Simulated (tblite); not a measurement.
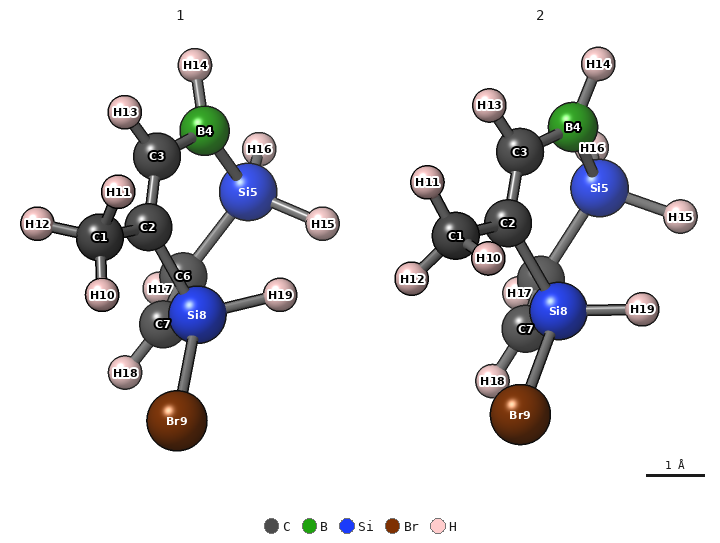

Two geometries of C5H10BBrSi2, drawn at one scale. One is the start of a relaxation, the other its converged end. A ball-and-stick model, seen from a free direction.

These are results of GFN2-xTB geometry optimisation, gas phase (tblite 0.8.0), not measurements. 

### Which geometry has the lower energy?

Structure 2 is the relaxed one. The largest move after the best rigid fit is that of H11, 1.01 Å. Largest moves by element: H 1.01 Å, Br 0.31 Å, B 0.20 Å, Si 0.16 Å, C 0.10 Å. Near-neighbour distances that change, for instance: Si5–Si8 3.418 → 3.372 Å, C1–H11 1.134 → 1.089 Å, Si5–C6 1.850 → 1.895 Å, C1–H12 1.124 → 1.090 Å. Bond angles that change, for instance: C7–Si8–H19 106.2° → 116.4°, B4–Si5–C6 105.8° → 115.0°, C6–Si5–H16 113.0° → 104.0°. Groups turn about C1–C2 by about 55°, B4–Si5 by about 35°, C3–B4 by about 25°. Over 122 geometry steps the energy falls by 0.530 eV. The run took 1.5 s on 1 thread of Arm Neoverse V1, on a shared host.
